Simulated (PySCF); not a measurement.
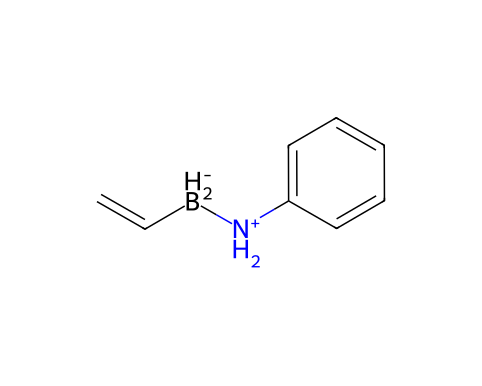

The geometry was computed by an optimisation with GFN2-xTB. No frequency run is at hand to confirm it as a minimum. Properties computed with PBE0/pcSseg-1, gas phase (PySCF 2.14.0).

Give the HOMO energy (Kohn–Sham orbital) at this level.

Answer. −6.67 eV.

Estimate the LUMO energy (Kohn–Sham orbital).

Answer. −0.74 eV.

Estimate the dipole moment.

Answer. 4.50 D.

The geometry is semi-empirical. Around B such bond lengths and angles can be off by a tenth of an ångström or more and by several degrees, and values that hang on the shape move with them.
